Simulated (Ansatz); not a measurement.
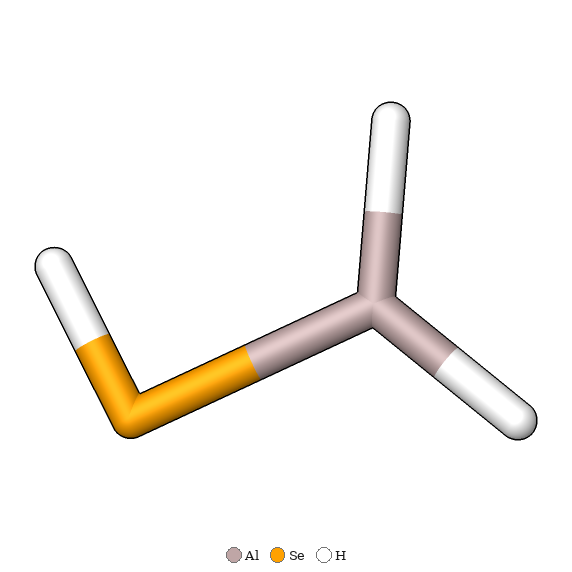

Description:

Formula AlH₃Se. As SMILES it reads `[AlH2][SeH]`. The point group is Cs. All atoms lie on one plane. Coordination: 1 Al trigonal planar; 1 Se bent.

More results for the same structure follow; atom numbers are the same in all pictures, views and colours differ. Computed geometry: PBE0-D4/def2-TZVP optimisation.

Shape

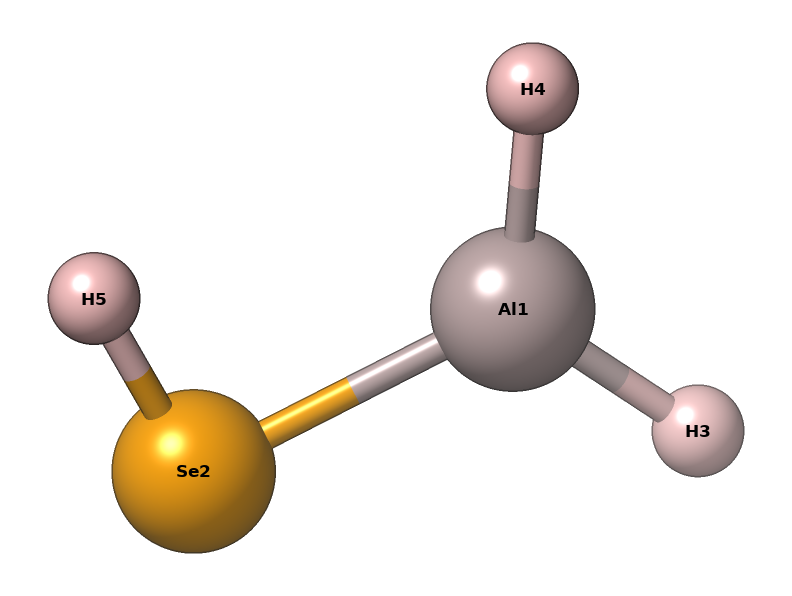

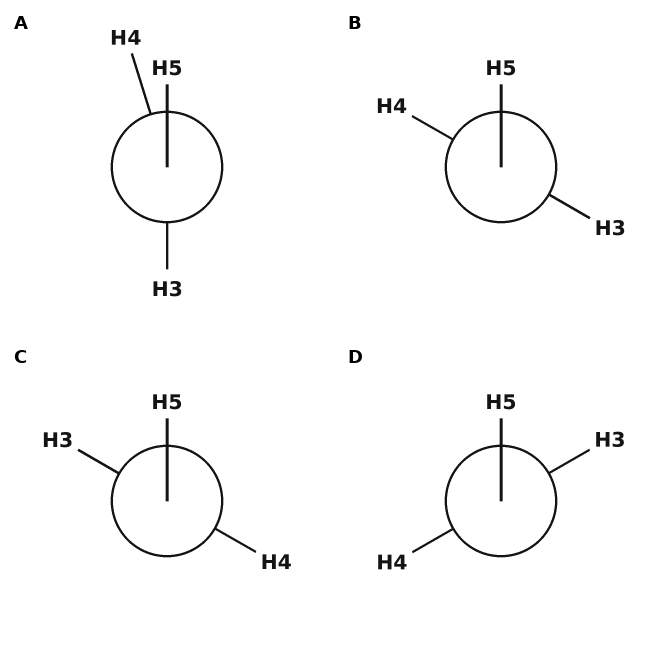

Atoms fade into the background with distance from the viewer. Bonds that would overlap in a projection are set slightly apart.

> Which Newman projection shows the view along Se2–Al1, with Se2 in front?

A. The torsion angle H5–Se2–Al1–H3 is 180°, antiperiplanar (anti).

Vibrations

Harmonic vibrations computed with RKS PBE0-D4/def2-TZVP (Ansatz 0.2.0) at a stationary point of the same level.

> How many vibrational modes are there, and where do they lie?

9 modes: 344, 387, 400, 571, 620, 760, 1942, 1960, 2445 cm⁻¹.

Dipole moment

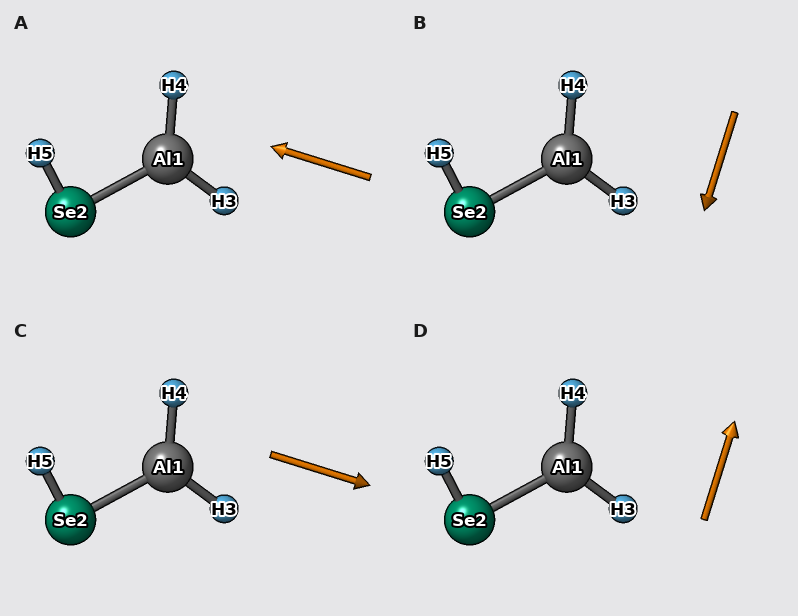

The same molecule four times, each with an arrow. Method: RKS PBE0-D4/def2-TZVP (Ansatz 0.2.0).

> Which arrow points along the dipole moment, from the negative to the positive end?

D. The dipole moment is 0.78 D; it points from the side of Se2 to the side of H4 (the outermost atoms at the two ends).

Thermal motion

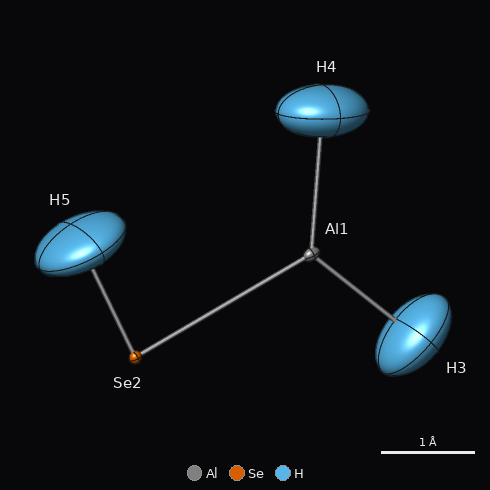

Displacement ellipsoids at the 50 % level, enlarged 2 times, from the internal vibrations of the free molecule (harmonic, no overall translation or rotation; no half-axis is drawn under 0.075 Å). Vibrations computed with RKS PBE0-D4/def2-TZVP (Ansatz 0.2.0). Temperature: 0 K (zero-point motion alone).

List U_eq and the three principal root-mean-square amplitudes for each kind of atom.

```csv
atom,U_eq (Å²),rms amplitudes (Å)
Al1,0.00046,"0.011, 0.011, 0.034"
Se2,0.00005,"0.003, 0.003, 0.012"
H3,0.0196,"0.092, 0.145, 0.171"
H4,0.0198,"0.092, 0.149, 0.169"
H5,0.0227,"0.082, 0.174, 0.176"
```
